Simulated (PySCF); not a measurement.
SMILES [Ga]([CH]=C)([O]CC)[CH3] at its GFN2-xTB optimised geometry (Å):

```
18

Ga    -0.4092     0.0640     0.0000
C     -1.1069     1.9786     0.0000
H     -1.3987     2.2825    -1.0067
H     -0.3084     2.6360     0.3455
H     -1.9737     2.0871     0.6529
C     -1.4530    -1.6889    -0.0086
C     -2.7770    -1.6912    -0.0465
H     -0.9159    -2.6360     0.0136
H     -3.3633    -2.6018    -0.0551
H     -3.3450    -0.7706    -0.0706
O      1.3296     0.0640     0.0000
C      2.5618    -0.6077    -0.0173
C      2.3931    -2.1225    -0.0257
H      3.1176    -0.2929    -0.9105
H      3.1356    -0.3046     0.8685
H      1.8240    -2.4190    -0.9069
H      3.3633    -2.6134    -0.0415
H      1.8466    -2.4317     0.8652
```

Computed with CAM-B3LYP/def2-SVP in PySCF. Cells within 0.4 Å of a nucleus heavier than hydrogen are left out (blank, or x).

Map of the deformation density (molecule minus spherical neutral atoms) (e/bohr³) on the plane z = 0.0 Å:

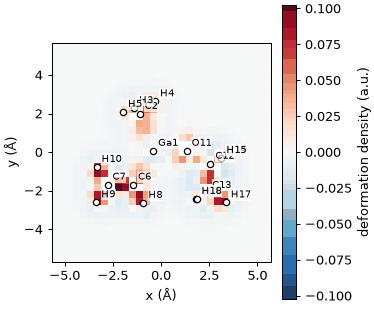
Figure. Deformation density (molecule minus spherical neutral atoms) (e/bohr³) on the plane z = 0.0 Å.
